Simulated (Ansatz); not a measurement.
**H6N2OSi···H2: density, localisation and related maps**

```csv
atom,x (Å),y (Å),z (Å)
Si,-0.2120,0.2912,-0.5270
O,-0.1474,-0.8225,0.7223
H,-0.9896,-1.2617,0.9035
N,1.4093,0.3179,-1.0768
H,1.9821,-0.5150,-1.0636
H,1.7291,1.0061,-1.7438
N,-0.6376,1.9246,-0.1914
H,-1.6071,2.2157,-0.1977
H,-0.0798,2.4868,0.4406
H,-1.3015,-0.1640,-1.4423
H,1.3880,-2.3891,3.1676
H,1.1144,-1.9826,2.6062
```

All numbers below come from RKS B3LYP/6-31G* in Ansatz.

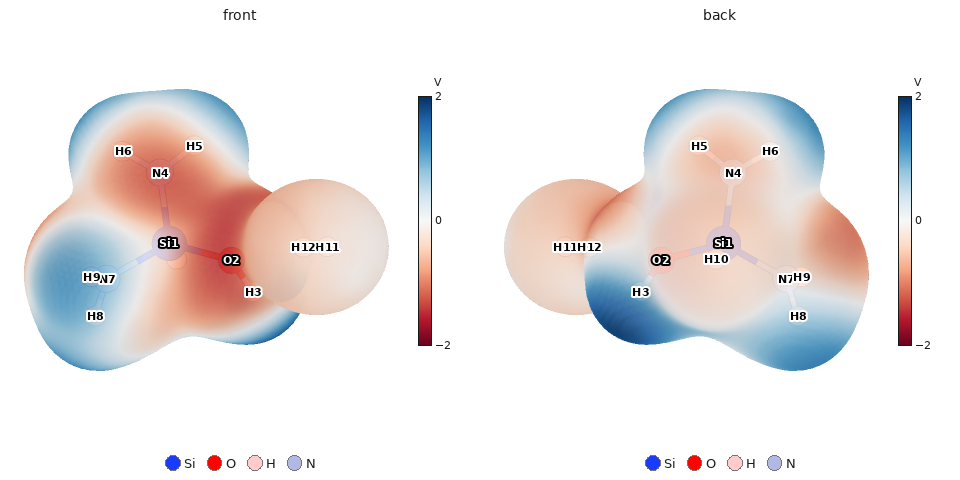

Figure 1. The molecular electrostatic potential painted on the density surface at 0.001 e/bohr³, seen from the front and from behind; the colour scale runs from red (negative) to blue (positive).

**Which sites attract a positive test charge, and which a negative one?**

A positive charge is drawn to the negative regions and a negative charge to the positive ones. The most negative region (about −1.4 V) lies over O2, the most positive (about +1.8 V) over H3. O2 is the likeliest acceptor of a hydrogen bond.

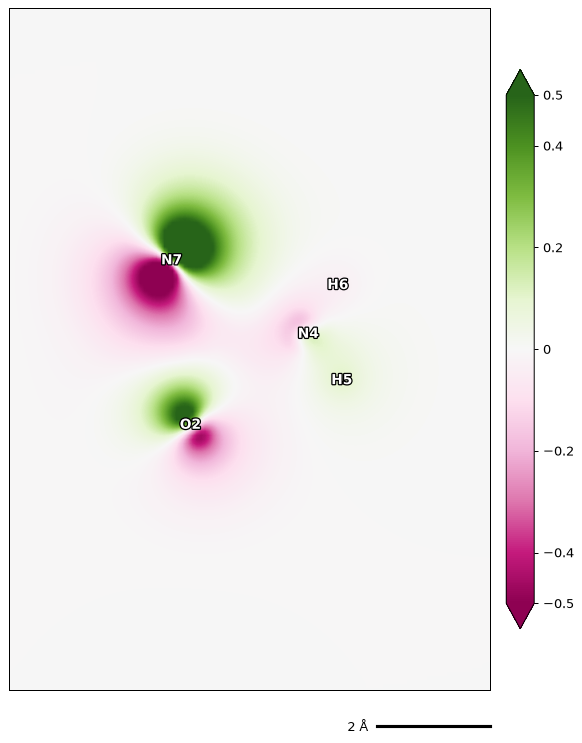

Figure 2. The HOMO−1 on the plane of atoms H5, N4 and H6 (values in Å⁻³ᐟ²; the overall sign is arbitrary).

**Describe this orbital and give its energy.**

Its weight (Hirshfeld) is mainly on N7 (about 60 %) and O2 (about 10 %). Its energy is −6.89 eV.

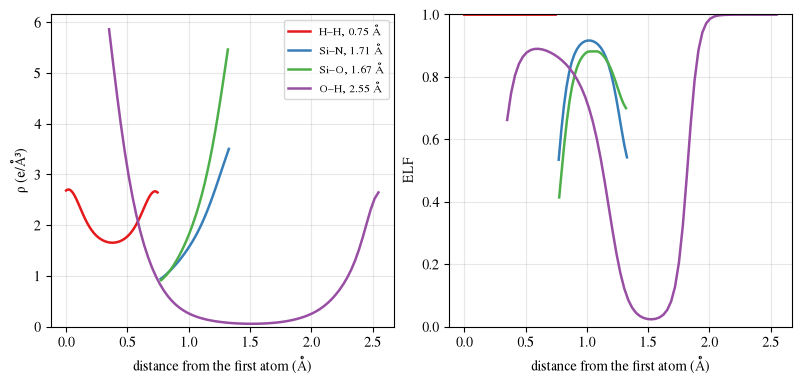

Figure 3. Total electron density and electron localisation function along straight lines between neighbouring atoms. The curves leave out the atomic cores.

**Compare the contacts.**

H–H (0.75 Å): the density is about 1.7 e/Å³ at the midpoint; the ELF is about 1 at the midpoint.
Si–N (1.71 Å): ρ at the midpoint is about 1.1 e/Å³; the ELF peaks at about 0.90 between the atoms; a polar covalent bond.
Si–O (1.67 Å): the density is about 1.1 e/Å³ at the midpoint; the ELF peaks at about 0.90 between the atoms; a shared but strongly polarised pair.
O2···H12 (2.55 Å): the density falls to about 0.06 e/Å³ on the way; the ELF dips to about 0 between them: a weak contact between the two molecules.

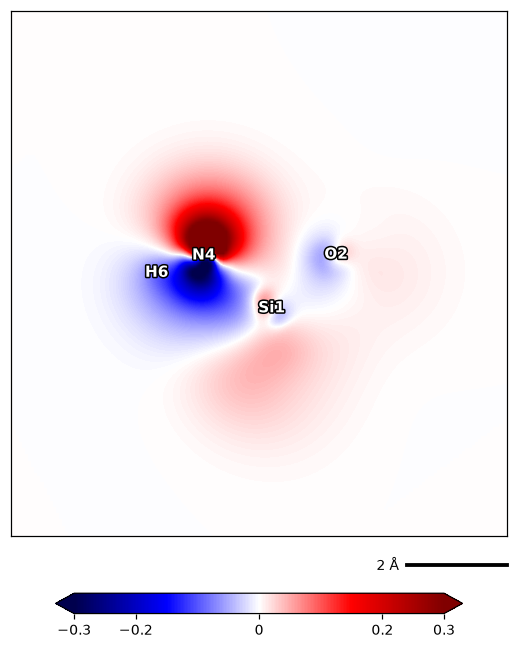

Figure 4. The HOMO on the plane of atoms O2, Si1 and N4 (values in Å⁻³ᐟ²; the overall sign is arbitrary).

**Where does this orbital lie, and at what energy?**

By Hirshfeld shares it lies mainly on N4 (about 65 %) and N7 (about 10 %). Its energy is −6.69 eV.
